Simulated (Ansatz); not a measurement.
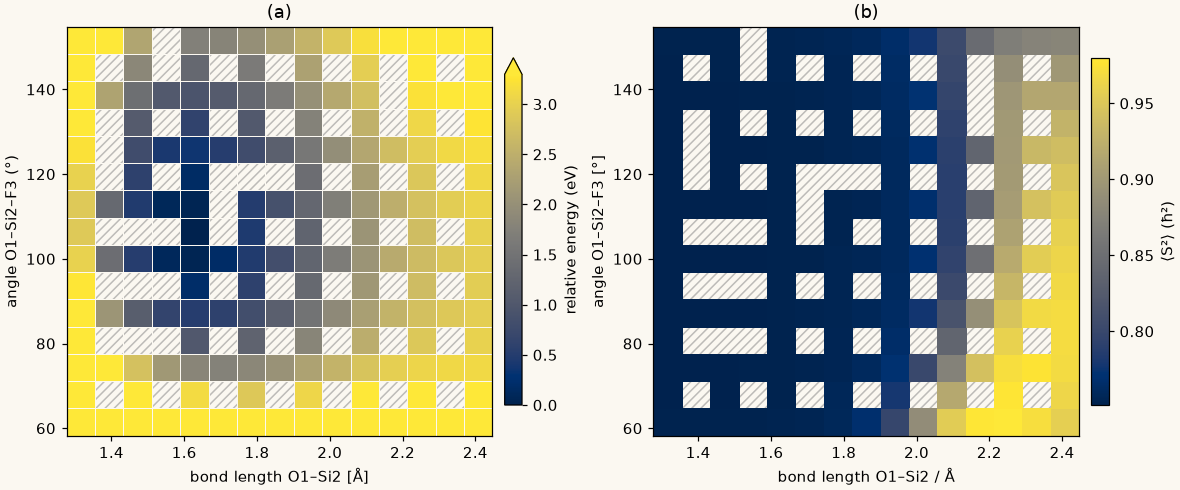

F2HOSi, SMILES O[Si](F)F, spin multiplicity 2. 
- The first coordinate is: bond length O1–Si2; the second: angle O1–Si2–F3.
- Nothing is relaxed (all other coordinates rigid).
- Grid: 15 × 15 points. At 57 points there is no value.
- Energies: eV, counted from the lowest grid point.
- Theory: Ansatz 0.2.0, UHF/def2-TZVP.

Panel (a) is the energy and panel (b) the computed ⟨S²⟩ on the same grid.

The picture shows one coloured cell a grid point, one colour for all values above the top of the scale, hatched blanks where no value was computed.

**How does the ⟨S²⟩ vary over the map, and what is it at the lowest grid point?**

Leaving out the highest fifth of the energies, it runs from 0.75 ħ² at bond length O1–Si2 = 1.316 Å, angle O1–Si2–F3 = 106.5° to 0.98 ħ² at bond length O1–Si2 = 2.330 Å, angle O1–Si2–F3 = 74.4°. At the lowest grid point, bond length O1–Si2 = 1.628 Å, angle O1–Si2–F3 = 106.5°, it is 0.75 ħ².

```csv
"angle O1–Si2–F3 ↓, bond length O1–Si2 →",1.316,1.394,1.472,1.550,1.628,1.706,1.784,1.862,1.940,2.018,2.096,2.174,2.252,2.330,2.407
151.5,0.75,0.75,0.75,–,0.75,0.75,0.76,0.76,0.77,0.78,0.80,0.85,0.87,0.88,0.88
145.1,0.75,–,0.75,–,0.75,–,0.76,–,0.76,–,0.80,–,0.89,–,0.90
138.7,0.75,0.75,0.75,0.75,0.75,0.75,0.76,0.76,0.76,0.77,0.80,–,0.90,0.92,0.92
132.2,0.75,–,0.75,–,0.75,–,0.75,–,0.76,–,0.79,–,0.90,–,0.93
125.8,0.75,–,0.75,0.75,0.75,0.75,0.75,0.76,0.76,0.77,0.79,0.84,0.90,0.93,0.94
119.4,0.75,–,0.75,–,0.75,–,–,–,0.76,–,0.79,–,0.90,–,0.95
113.0,0.75,0.75,0.75,0.75,0.75,–,0.75,0.76,0.76,0.77,0.79,0.84,0.90,0.94,0.95
106.5,0.75,–,–,–,0.75,–,0.75,–,0.76,–,0.79,–,0.91,–,0.96
100.1,0.75,0.75,0.75,0.75,0.75,0.75,0.75,0.76,0.76,0.77,0.79,0.85,0.92,0.96,0.96
93.7,0.75,–,–,–,0.75,–,0.75,–,0.76,–,0.80,–,0.93,–,0.97
87.2,0.75,0.75,0.75,0.75,0.75,0.75,0.75,0.76,0.76,0.78,0.81,0.89,0.95,0.97,0.97
80.8,0.75,–,–,–,0.75,–,0.76,–,0.77,–,0.84,–,0.96,–,0.97
74.4,0.75,0.75,0.75,0.75,0.75,0.75,0.76,0.76,0.77,0.80,0.87,0.94,0.97,0.98,0.97
68.0,0.75,–,0.75,–,0.75,–,0.76,–,0.78,–,0.92,–,0.98,–,0.96
61.5,0.75,0.75,0.75,0.75,0.75,0.75,0.76,0.77,0.80,0.89,0.95,0.98,0.98,0.97,0.96
```
